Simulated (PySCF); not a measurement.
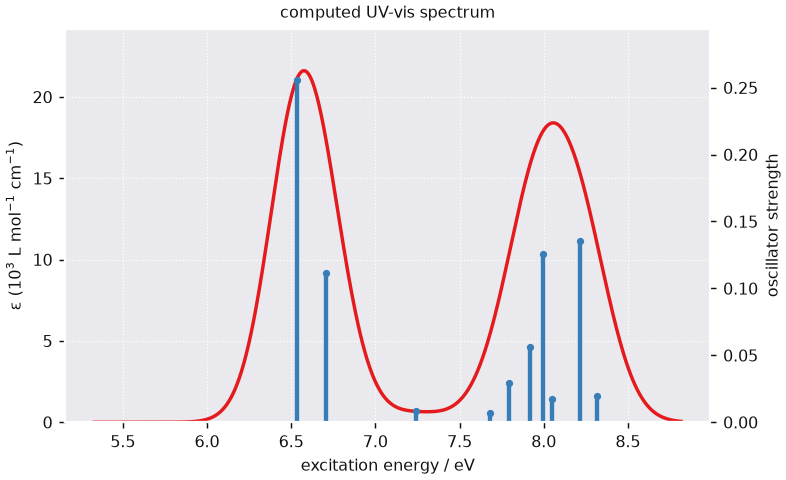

Vertical TDDFT excitations, ωB97X-D/def2-SVPD with PySCF, at a PBE0-D3(BJ)/def2-SVP geometry (no frequency check), gas phase. Only the first 10 singlet excitations are included; each is broadened by a Gaussian of 1/e half-width 0.25 eV. Sticks give oscillator strengths (right axis).

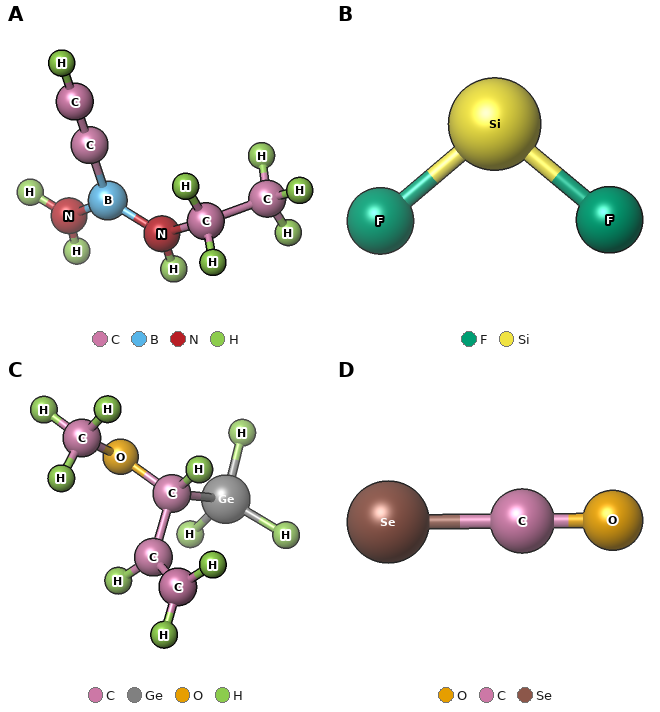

### Whose absorption spectrum is this? The candidates are drawn in the second picture.

Structure C, C₄H₁₀GeO, SMILES C=C[C@@H]([GeH3])OC, singlet. Its lowest singlet lies at 6.53 eV (f = 0.256) and the brightest of those computed is S1 at 6.53 eV (190 nm), f = 0.256, mainly HOMO → LUMO (69 %).

Note: one conformer of a flexible molecule; core orbitals are frozen in the response.
